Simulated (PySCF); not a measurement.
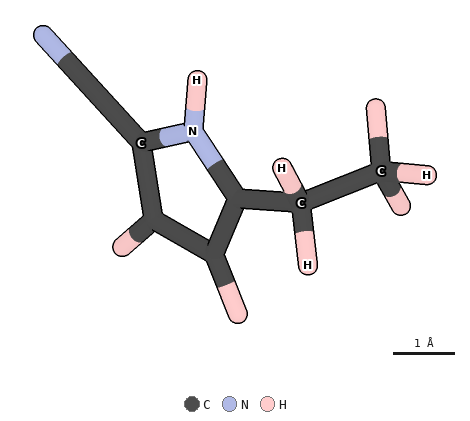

Fig. 1: The input geometry (stick view, seen at a tilt). Bond lengths as drawn: C–C 1.38 to 1.53 Å, C–H 1.07 to 1.09 Å, C–N 1.15 to 1.37 Å and H–N 1.01 Å.

NMR shielding calculation of C7H8N2

C7H8N2, SMILES CCc1ccc(C#N)[nH]1, computed with GIAO KT2/ANO-RCC-VDZP NMR shielding, non-relativistic, gas phase (PySCF 2.14.0).

Some settings of this run were made unusual or wrong on purpose. The geometry comes from this level: GFN2-xTB.

### The input
```
{"job": {"kind": "nmr", "xc": "KT2", "basis": "ANO-RCC-VDZP", "pop": true, "scf": {"aux": "sto-3g", "max_cycle": 78}}, "charge": 0, "multiplicity": 1}
C     -2.426498    -0.302363     0.356894
C     -1.513792     0.807161    -0.174375
C     -0.110786     0.328740    -0.320817
C      0.530792    -0.240188    -1.400691
C      1.836789    -0.556752    -1.008947
C      1.966195    -0.172703     0.314937
C      3.068387    -0.258555     1.166514
N      3.975607    -0.326411     1.868970
N      0.766331     0.360049     0.710888
H     -2.419726    -1.151871    -0.321490
H     -3.446910     0.061179     0.447959
H     -2.091151    -0.641587     1.334743
H     -1.542176     1.659034     0.510323
H     -1.878392     1.140121    -1.147298
H      0.103240    -0.403872    -2.370025
H      2.600248    -1.010605    -1.609075
H      0.574845     0.720653     1.631581
```

The first line tells a small driver script what to run in PySCF; the rest is the geometry in Å.

Command:
```bash
OMP_NUM_THREADS=1 python <driver script> task.json out
```

### What the program printed
```
final grid: 143416 points
cycle   1  E = -395.0763023647  dE =  7.263e-01  |g| = 5.398e-01  |ddm| = 7.344e+00
cycle   2  E = -394.8532329035  dE =  2.231e-01  |g| = 1.073e+00  |ddm| = 2.038e+00
cycle   3  E = -395.1567289331  dE = -3.035e-01  |g| = 1.972e-01  |ddm| = 1.350e+00
cycle   4  E = -395.1573873958  dE = -6.585e-04  |g| = 1.894e-01  |ddm| = 3.799e-01
cycle   5  E = -395.1666129761  dE = -9.226e-03  |g| = 4.587e-02  |ddm| = 2.630e-01
cycle   6  E = -395.1671878211  dE = -5.748e-04  |g| = 6.583e-03  |ddm| = 6.093e-02
cycle   7  E = -395.1671973962  dE = -9.575e-06  |g| = 2.707e-03  |ddm| = 9.835e-03
cycle   8  E = -395.1671989130  dE = -1.517e-06  |g| = 1.269e-03  |ddm| = 4.628e-03
cycle   9  E = -395.1671993356  dE = -4.226e-07  |g| = 5.319e-04  |ddm| = 2.374e-03
cycle  10  E = -395.1671994165  dE = -8.096e-08  |g| = 1.034e-04  |ddm| = 8.070e-04
cycle  11  E = -395.1671994189  dE = -2.411e-09  |g| = 5.917e-05  |ddm| = 1.835e-04
cycle  12  E = -395.1671994200  dE = -1.027e-09  |g| = 2.001e-05  |ddm| = 9.833e-05
cycle  13  E = -395.1671994200  dE = -8.140e-11  |g| = 1.351e-05  |ddm| = 3.618e-05
converged SCF energy = -395.1671994200

GIAO shielding tensors (ppm)
atom      isotropic    diamagn.    paramagn.     s11        s22        s33       span
  0 C      157.998     220.758     -62.760    152.085    155.632    166.278     14.194
  1 C      161.066     229.428     -68.362    155.306    160.566    167.326     12.020
  2 C      112.623     248.565    -135.942     79.488     95.848    162.532     83.044
  3 C      126.250     236.132    -109.882     79.663    125.106    173.980     94.316
  4 C      117.226     238.309    -121.084     62.246    115.193    174.237    111.991
  5 C      134.700     250.813    -116.112    103.872    135.374    164.855     60.984
  6 C      127.655     259.047    -131.392     48.040     52.007    282.918    234.878
  7 N       63.046     326.448    -263.401    -62.300     19.248    232.191    294.491
  8 N      134.563     304.571    -170.008     69.330    157.742    176.616    107.286
  9 H       35.941      35.922       0.020     31.960     35.777     40.088      8.129
 10 H       35.728      33.414       2.314     32.623     33.079     41.482      8.859
 11 H       35.787      36.368      -0.580     31.456     36.217     39.689      8.233
 12 H       34.785      38.061      -3.276     30.292     34.911     39.151      8.859
 13 H       34.857      37.899      -3.042     30.443     34.558     39.570      9.127
 14 H       31.310      44.374     -13.064     27.718     31.077     35.135      7.417
 15 H       30.064      44.917     -14.853     26.783     29.433     33.977      7.194
 16 H       29.225      44.906     -15.680     22.101     30.807     34.768     12.667
```

### Outcome

| quantity | value |
| --- | --- |
| outcome | converged |
| total energy | −395.167199 hartree |
| HOMO | −5.22 eV |
| LUMO | −0.83 eV |
| dipole moment | 4.56 D |
| isotropic shielding, C | 112.6 to 161.1 ppm |
| isotropic shielding, N | 63.0 to 134.6 ppm |
| isotropic shielding, H | 29.2 to 35.9 ppm |
| hardware | 1 CPU thread, shared host |
| wall time | 45 s |
| peak memory | 0.5 GiB |

### What went wrong

Some settings of this run were drawn to be unusual or wrong. It converged; results that depend on the unusual settings are not reference values.
